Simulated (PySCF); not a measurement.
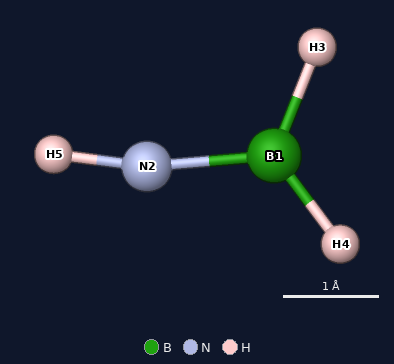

The structure as given in the input (ball-and-stick view, seen on its broad side; atoms are numbered from 1 in the order of the input). Bond lengths as drawn: B–H 1.17 to 1.23 Å, B–N 1.35 Å and H–N 0.99 Å.

Run report: BNH$_{3}$ (charge +1), geometry relaxation (part 1 of 4)

BNH$_{3}$, charge +1, computed with B3LYP/def2-TZVP, RKS (PySCF 2.14.0).

The atoms were displaced at random from an optimised geometry. The geometry is that of the parent species in another charge or spin state. Figures and captions count atoms from 1; the log counts them from 0 in places.

**Log**
```
#|     Arguments passed to driver run_optimizer():      |#
customengine              <pyscf.geomopt.geometric_solver.PySCFEngine object>
maxiter                   80
----------------------------------------------------------
Custom engine selected.
Bonds will be generated from interatomic distances less than 1.20 times sum of covalent radii
15 internal coordinates being used (instead of 15 Cartesians)
Internal coordinate system (atoms numbered from 1):
Distance 1-2
Distance 1-3
Distance 1-4
Distance 2-5
Angle 2-1-4
Angle 3-1-4
LinearAngleX 1-2-5
LinearAngleY 1-2-5
Out-of-Plane 1-2-3-4
Translation-X 1-5
Translation-Y 1-5
Translation-Z 1-5
Rotation-A 1-5
Rotation-B 1-5
Rotation-C 1-5
<class 'geometric.internal.Distance'> : 4
<class 'geometric.internal.Angle'> : 2
<class 'geometric.internal.LinearAngle'> : 2
<class 'geometric.internal.OutOfPlane'> : 1
<class 'geometric.internal.TranslationX'> : 1
<class 'geometric.internal.TranslationY'> : 1
<class 'geometric.internal.TranslationZ'> : 1
<class 'geometric.internal.RotationA'> : 1
<class 'geometric.internal.RotationB'> : 1
<class 'geometric.internal.RotationC'> : 1
> ===== Optimization Info: ====
> Job type: Energy minimization
> Maximum number of optimization cycles: 80
> Initial / maximum trust radius (Angstrom): 0.100 / 0.300
> Convergence Criteria:
> Will converge when all 5 criteria are reached:
>  |Delta-E| < 1.00e-06
>  RMS-Grad  < 3.00e-04
>  Max-Grad  < 4.50e-04
>  RMS-Disp  < 1.20e-03
>  Max-Disp  < 1.80e-03
> === End Optimization Info ===

Geometry optimization cycle 1
Cartesian coordinates (Angstrom)
 Atom        New coordinates             dX        dY        dZ
   B  -0.320825  -0.357483  -0.104971    0.000000  0.000000  0.000000
   N   0.564219   0.659616   0.000546    0.000000  0.000000  0.000000
   H  -0.389354  -1.114494   0.859550    0.000000  0.000000  0.000000
   H  -0.945835  -0.541551  -1.075562    0.000000  0.000000  0.000000
   H   1.215232   1.352932   0.285560    0.000000  0.000000  0.000000

WARN: Mole.unit (angstrom) is changed to Bohr

converged SCF energy = -81.0020644967279
--------------- SecondOrderRKS_Scanner gradients ---------------
         x                y                z
0 B    -0.0577843865    -0.0674595994    -0.0043618905
1 N     0.0603738189     0.0830640085    -0.0095266393
2 H    -0.0014878749     0.0002878626    -0.0032190683
3 H     0.0153639514     0.0081195298     0.0159532942
4 H    -0.0164699438    -0.0240099986     0.0011547138
----------------------------------------------
cycle 1: E = -81.0020644967  dE = -81.0021  norm(grad) = 0.141289
Step    0 : Gradient = 6.319e-02/1.031e-01 (rms/max) Energy = -81.0020644967
Hessian Eigenvalues: 4.50000e-02 5.00000e-02 5.00000e-02 ... 2.70737e-01 4.89690e-01 5.45185e-01

Geometry optimization cycle 2
Cartesian coordinates (Angstrom)
 Atom        New coordinates             dX        dY        dZ
   B  -0.310537  -0.337216  -0.143303    0.010288  0.020267 -0.038332
   N   0.546831   0.596161   0.049771   -0.017388 -0.063455  0.049225
   H  -0.322368  -1.037107   0.873110    0.066986  0.077387  0.013560
   H  -0.995793  -0.557762  -1.120166   -0.049958 -0.016211 -0.044604
   H   1.205538   1.334848   0.305690   -0.009694 -0.018084  0.020130
converged SCF energy = -81.0132280111148
--------------- SecondOrderRKS_Scanner gradients ---------------
         x                y                z
0 B    -0.0073930297    -0.0188701358     0.0149246974
1 N     0.0055417818     0.0100641938    -0.0057896760
2 H    -0.0013591608     0.0018451894    -0.0052052022
3 H     0.0024790772     0.0056143459    -0.0038400002
4 H     0.0007300623     0.0013437998    -0.0000869814
----------------------------------------------
cycle 2: E = -81.0132280111  dE = -0.0111635  norm(grad) = 0.0297676
Step    1 : Displace = 7.063e-02/1.035e-01 (rms/max) Trust = 1.000e-01 (=) Grad = 1.331e-02/2.517e-02 (rms/max) E (change) = -81.0132280111 (-1.116e-02) Quality = 1.238
Hessian Eigenvalues: 4.50393e-02 5.00000e-02 5.00000e-02 ... 2.84349e-01 4.97769e-01 5.55069e-01

Geometry optimization cycle 3
Cartesian coordinates (Angstrom)
 Atom        New coordinates             dX        dY        dZ
   B  -0.330939  -0.302361  -0.223540   -0.020402  0.034855 -0.080237
   N   0.527290   0.560412   0.069438   -0.019541 -0.035749  0.019667
   H  -0.209961  -0.895544   0.871774    0.112406  0.141563 -0.001335
   H  -1.062640  -0.628936  -1.145795   -0.066847 -0.071175 -0.025628
   H   1.200061   1.265510   0.393026   -0.005477 -0.069338  0.087336
converged SCF energy = -81.0205164412338
--------------- SecondOrderRKS_Scanner gradients ---------------
         x                y                z
0 B     0.0258836572     0.0052612874     0.0423506599
1 N    -0.0167938892    -0.0128465811    -0.0140921386
2 H    -0.0089608943    -0.0041426155    -0.0109136569
3 H    -0.0033030138     0.0042196304    -0.0133656253
4 H     0.0031772302     0.0075117229    -0.0039848695
----------------------------------------------
cycle 3: E = -81.0205164412  dE = -0.00728843  norm(grad) = 0.060359
Step    2 : Displace = 1.144e-01/1.799e-01 (rms/max) Trust = 1.414e-01 (+) Grad = 2.699e-02/4.991e-02 (rms/max) E (change) = -81.0205164412 (-7.288e-03) Quality = 2.794
Eigenvalues below 1.0000e-05 (-2.7253e-01) - returning guess
Hessian Eigenvalues: 4.50000e-02 5.00000e-02 5.00000e-02 ... 2.37085e-01 4.39770e-01 7.24474e-01

Geometry optimization cycle 4
Cartesian coordinates (Angstrom)
 Atom        New coordinates             dX        dY        dZ
   B  -0.391993  -0.276294  -0.332182   -0.061054  0.026068 -0.108642
   N   0.496335   0.523109   0.078196   -0.030955 -0.037303  0.008759
   H  -0.020402  -0.631242   0.827159    0.189560  0.264302 -0.044615
   H  -1.138043  -0.739870  -1.151607   -0.075403 -0.110934 -0.005812
   H   1.177827   1.123283   0.543492   -0.022233 -0.142228  0.150466
converged SCF energy = -81.0509012284652
--------------- SecondOrderRKS_Scanner gradients ---------------
         x                y                z
0 B     0.0219606122    -0.0136988927     0.0672178246
1 N     0.0102693072     0.0292839063    -0.0271888450
2 H    -0.0301784901    -0.0229309838    -0.0206745544
3 H    -0.0035264772     0.0027654082    -0.0153829125
4 H     0.0014727513     0.0045788874    -0.0039706976
----------------------------------------------
cycle 4: E = -81.0509012285  dE = -0.0303848  norm(grad) = 0.0951317
Step    3 : Displace = 1.937e-01/3.253e-01 (rms/max) Trust = 2.000e-01 (+) Grad = 4.254e-02/7.203e-02 (rms/max) E (change) = -81.0509012285 (-3.038e-02) Quality = 2.744
Eigenvalues below 1.0000e-05 (-3.5935e-01) - returning guess
Hessian Eigenvalues: 4.50000e-02 5.00000e-02 5.00000e-02 ... 2.31457e-01 4.32575e-01 8.26093e-01

Geometry optimization cycle 5
Cartesian coordinates (Angstrom)
 Atom        New coordinates             dX        dY        dZ
   B  -0.444395  -0.249041  -0.374238   -0.052403  0.027252 -0.042056
   N   0.462468   0.481205   0.099307   -0.033867 -0.041904  0.021110
   H   0.114874  -0.438136   0.761626    0.135276  0.193105 -0.065533
   H  -1.163840  -0.810241  -1.145515   -0.025798 -0.070370  0.006091
   H   1.154627   1.015205   0.623876   -0.023201 -0.108077  0.080384
converged SCF energy = -81.0800821022171
--------------- SecondOrderRKS_Scanner gradients ---------------
         x                y                z
0 B     0.0323506398    -0.0104276244     0.0850733360
1 N     0.0029502033     0.0259516239    -0.0379920071
2 H    -0.0356134321    -0.0152667784    -0.0346847643
3 H    -0.0019247688     0.0007722409    -0.0165345976
4 H     0.0022368628    -0.0010259825     0.0041408861
----------------------------------------------
cycle 5: E = -81.0800821022  dE = -0.0291809  norm(grad) = 0.116291
Step    4 : Displace = 1.361e-01/2.411e-01 (rms/max) Trust = 2.828e-01 (+) Grad = 5.201e-02/9.161e-02 (rms/max) E (change) = -81.0800821022 (-2.918e-02) Quality = 1.213
Hessian Eigenvalues: 7.41134e-04 5.00000e-02 5.00000e-02 ... 4.32362e-01 7.77237e-01 3.75026e+00

Geometry optimization cycle 6
Cartesian coordinates (Angstrom)
 Atom        New coordinates             dX        dY        dZ
   B  -0.502359  -0.211101  -0.410902   -0.057964  0.037940 -0.036664
   N   0.425321   0.433404   0.130244   -0.037147 -0.047800  0.030937
   H   0.253264  -0.210082   0.637522    0.138389  0.228054 -0.124104
   H  -1.180318  -0.906091  -1.099153   -0.016478 -0.095850  0.046362
   H   1.127828   0.892859   0.707341   -0.026798 -0.122346  0.083465
converged SCF energy = -81.0330606670636
--------------- SecondOrderRKS_Scanner gradients ---------------
         x                y                z
0 B     0.0419583151    -0.0027858803     0.0909801539
1 N    -0.0707306453    -0.2166163887     0.1356414336
2 H     0.0299920398     0.2418885224    -0.2295805899
3 H     0.0003649130    -0.0031506698    -0.0147154810
4 H    -0.0015866096    -0.0193368582     0.0176739842
----------------------------------------------
cycle 6: E = -81.0330606671  dE = 0.0470214  norm(grad) = 0.439775
Step    5 : Displace = 1.613e-01/2.851e-01 (rms/max) Trust = 3.000e-01 (+) Grad = 1.967e-01/3.348e-01 (rms/max) E (change) = -81.0330606671 (+4.702e-02) Quality = -2.748
Rejecting step - quality is lower than -1.0
Hessian Eigenvalues: 7.41134e-04 5.00000e-02 5.00000e-02 ... 4.32362e-01 7.77237e-01 3.75026e+00

Geometry optimization cycle 7
Cartesian coordinates (Angstrom)
 Atom        New coordinates             dX        dY        dZ
   B  -0.477047  -0.228897  -0.390090    0.025312 -0.017796  0.020812
   N   0.443135   0.458595   0.114234    0.017814  0.025191 -0.016010
   H   0.184758  -0.332972   0.709803   -0.068506 -0.122891  0.072281
   H  -1.170431  -0.853737  -1.131421    0.009887  0.052355 -0.032268
   H   1.143320   0.956001   0.662527    0.015492  0.063141 -0.044814
converged SCF energy = -81.0834312423046
--------------- SecondOrderRKS_Scanner gradients ---------------
         x                y                z
0 B     0.0368355403    -0.0074381417     0.0896419420
1 N    -0.0164610002    -0.0213077297    -0.0105920866
2 H    -0.0213998808     0.0377291549    -0.0732830135
3 H    -0.0003545651    -0.0008478034    -0.0161913997
4 H     0.0013789077    -0.0081368872     0.0104286109
----------------------------------------------
cycle 7: E = -81.0834312423  dE = -0.0503706  norm(grad) = 0.134077
Step    6 : Displace = 7.549e-02/1.328e-01 (rms/max) Trust = 8.067e-02 (x) Grad = 5.996e-02/9.720e-02 (rms/max) E (change) = -81.0834312423 (-3.349e-03) Quality = 0.328
Hessian Eigenvalues: 3.67669e-02 5.00000e-02 5.00000e-02 ... 4.32453e-01 8.26508e-01 6.93962e+00

Geometry optimization cycle 8
Cartesian coordinates (Angstrom)
 Atom        New coordinates             dX        dY        dZ
   B  -0.468293  -0.199046  -0.480155    0.008755  0.029850 -0.090065
   N   0.437873   0.413732   0.141860   -0.005263 -0.044863  0.027626
   H   0.206254  -0.386963   0.846114    0.021497 -0.053990  0.136311
   H  -1.173627  -0.794988  -1.182401   -0.003196  0.058748 -0.050980
   H   1.121512   0.966101   0.639484   -0.021809  0.010101 -0.023044
converged SCF energy = -81.1083709776116
--------------- SecondOrderRKS_Scanner gradients ---------------
         x                y                z
0 B     0.0158171627    -0.0065840639     0.0505693962
1 N    -0.0058836396     0.0191857235    -0.0446831446
2 H    -0.0143798981    -0.0057148599    -0.0116814159
3 H     0.0073753592     0.0049194533    -0.0034719778
4 H    -0.0029236254    -0.0118055352     0.0092682264
----------------------------------------------
cycle 8: E = -81.1083709776  dE = -0.0249397  norm(grad) = 0.0771392
Step    7 : Displace = 8.543e-02/1.494e-01 (rms/max) Trust = 8.067e-02 (=) Grad = 3.450e-02/5.339e-02 (rms/max) E (change) = -81.1083709776 (-2.494e-02) Quality = 1.130
Hessian Eigenvalues: 8.84728e-03 4.99999e-02 5.00000e-02 ... 4.34808e-01 8.38886e-01 1.39140e+01

Geometry optimization cycle 9
Cartesian coordinates (Angstrom)
 Atom        New coordinates             dX        dY        dZ
   B  -0.505829  -0.154656  -0.494118   -0.037536  0.044391 -0.013963
   N   0.430823   0.407553   0.162848   -0.007050 -0.006179  0.020989
   H   0.227056  -0.408359   0.868160    0.020802 -0.021397  0.022045
   H  -1.165084  -0.809731  -1.202719    0.008543 -0.014742 -0.020319
   H   1.136731   0.964029   0.630716    0.015219 -0.002073 -0.008767
converged SCF energy = -81.1132314425497
--------------- SecondOrderRKS_Scanner gradients ---------------
         x                y                z
0 B     0.0005555341    -0.0086230465     0.0380316710
1 N     0.0067370582     0.0315146936    -0.0408631225
2 H    -0.0144004452    -0.0119228501    -0.0024201427
3 H     0.0066767439    -0.0003425348    -0.0052062301
4 H     0.0004303194    -0.0106303345     0.0104581910
----------------------------------------------
cycle 9: E = -81.1132314425  dE = -0.00486046  norm(grad) = 0.0698511
Step    8 : Displace = 3.505e-02/5.606e-02 (rms/max) Trust = 1.141e-01 (+) Grad = 3.124e-02/5.204e-02 (rms/max) E (change) = -81.1132314425 (-4.860e-03) Quality = -0.835
Hessian Eigenvalues: 6.10587e-04 4.99732e-02 5.00000e-02 ... 4.45423e-01 8.21112e-01 8.34988e+02

Geometry optimization cycle 10
Cartesian coordinates (Angstrom)
 Atom        New coordinates             dX        dY        dZ
   B  -0.507855  -0.149369  -0.509154   -0.002026  0.005287 -0.015036
   N   0.424843   0.396726   0.166717   -0.005979 -0.010827  0.003869
   H   0.250754  -0.361892   0.846065    0.023698  0.046467 -0.022095
   H  -1.173167  -0.828056  -1.189367   -0.008083 -0.018326  0.013353
   H   1.129121   0.941428   0.650626   -0.007610 -0.022601  0.019909
converged SCF energy = -81.1140833170105
--------------- SecondOrderRKS_Scanner gradients ---------------
         x                y                z
0 B     0.0029662048    -0.0067962905     0.0389786534
1 N    -0.0020583194     0.0062614765    -0.0233609820
2 H    -0.0065885031     0.0167336921    -0.0253746813
3 H     0.0062994647    -0.0014372513    -0.0042319897
4 H    -0.0006209824    -0.0147639842     0.0139877187
----------------------------------------------
cycle 10: E = -81.114083317  dE = -0.000851874  norm(grad) = 0.0600373
Step    9 : Displace = 3.184e-02/5.388e-02 (rms/max) Trust = 1.752e-02 (-) Grad = 2.685e-02/3.968e-02 (rms/max) E (change) = -81.1140833170 (-8.519e-04) Quality = 0.052
Hessian Eigenvalues: 6.10564e-04 4.99732e-02 5.00000e-02 ... 4.45427e-01 8.21162e-01 2.35170e+03

Geometry optimization cycle 11
Cartesian coordinates (Angstrom)
 Atom        New coordinates             dX        dY        dZ
   B  -0.504225  -0.148807  -0.510937    0.003630  0.000561 -0.001784
   N   0.427956   0.398258   0.167436    0.003113  0.001532  0.000719
   H   0.242350  -0.375368   0.852654   -0.008404 -0.013476  0.006590
   H  -1.173468  -0.824992  -1.190083   -0.000301  0.003065 -0.000716
   H   1.131085   0.949748   0.645817    0.001964  0.008320 -0.004808
converged SCF energy = -81.1150123858304
--------------- SecondOrderRKS_Scanner gradients ---------------
         x                y                z
0 B     0.0014564020    -0.0075513032     0.0372046071
1 N     0.0016286626     0.0146589152    -0.0279942403
2 H    -0.0090312807     0.0075181431    -0.0180910182
3 H     0.0060579726    -0.0014573014    -0.0041767282
4 H    -0.0001138307    -0.0131706860     0.0130561085
----------------------------------------------
cycle 11: E = -81.1150123858  dE = -0.000929069  norm(grad) = 0.0575337
Step   10 : Displace = 9.193e-03/1.641e-02 (rms/max) Trust = 8.762e-03 (-) Grad = 2.573e-02/3.799e-02 (rms/max) E (change) = -81.1150123858 (-9.291e-04) Quality = 0.830
Hessian Eigenvalues: 8.09471e-04 4.99744e-02 5.00000e-02 ... 7.78640e-01 2.30992e+00 1.26616e+03

Geometry optimization cycle 12
Cartesian coordinates (Angstrom)
 Atom        New coordinates             dX        dY        dZ
   B  -0.499154  -0.150500  -0.514513    0.005071 -0.001693 -0.003576
   N   0.430071   0.390283   0.175655    0.002115 -0.007975  0.008219
   H   0.237829  -0.386333   0.865287   -0.004521 -0.010965  0.012633
   H  -1.175123  -0.815368  -1.197947   -0.001655  0.009623 -0.007865
   H   1.130080   0.960763   0.636409   -0.001005  0.011015 -0.009408
converged SCF energy = -81.1167827082908
--------------- SecondOrderRKS_Scanner gradients ---------------
         x                y                z
0 B     0.0005187909    -0.0083540207     0.0359464307
1 N     0.0039921966     0.0180665539    -0.0286673164
2 H    -0.0107274209     0.0028386999    -0.0153355117
3 H     0.0057666576    -0.0012678639    -0.0040538042
4 H     0.0004474476    -0.0112841245     0.0121083485
----------------------------------------------
cycle 12: E = -81.1167827083  dE = -0.00177032  norm(grad) = 0.0566578
Step   11 : Displace = 1.269e-02/1.791e-02 (rms/max) Trust = 1.239e-02 (+) Grad = 2.534e-02/3.691e-02 (rms/max) E (change) = -81.1167827083 (-1.770e-03) Quality = 1.027
Hessian Eigenvalues: 7.77156e-04 4.87498e-02 5.00000e-02 ... 7.67680e-01 2.56264e+00 1.36082e+03

Geometry optimization cycle 13
Cartesian coordinates (Angstrom)
 Atom        New coordinates             dX        dY        dZ
   B  -0.492601  -0.153296  -0.520205    0.006553 -0.002796 -0.005692
   N   0.431289   0.375675   0.188888    0.001218 -0.014608  0.013233
   H   0.236634  -0.395707   0.883889   -0.001195 -0.009374  0.018601
   H  -1.177670  -0.800322  -1.211463   -0.002547  0.015047 -0.013516
   H   1.126063   0.972491   0.623793   -0.004017  0.011728 -0.012616
converged SCF energy = -81.1193147760254
```
